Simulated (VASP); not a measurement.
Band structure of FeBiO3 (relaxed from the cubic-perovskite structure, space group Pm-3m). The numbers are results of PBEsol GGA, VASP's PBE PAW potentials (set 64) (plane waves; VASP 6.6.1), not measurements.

The moments were started parallel, and other spin orders were not tried in this run. Unless said otherwise, spin-orbit coupling is left out, though it shifts the bands of the heavy elements here.

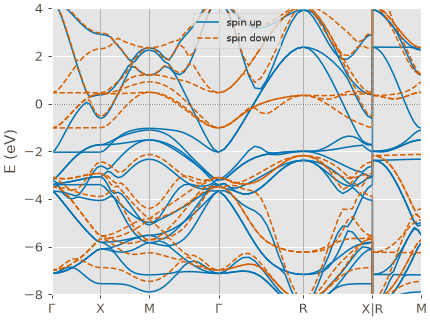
*Bands along high-symmetry lines, zero at the valence-band maximum or, without a gap, the Fermi level*

### Question
Read the plot: is there a gap, and where are the band edges?

### Answer
It has no gap at this level: it comes out as a metal or semimetal. (Edges off the drawn lines would not show.)

The structure was generated: FeBiO3 was put into the cubic-perovskite type (Pm-3m), which need not be its known phase. It was relaxed first.
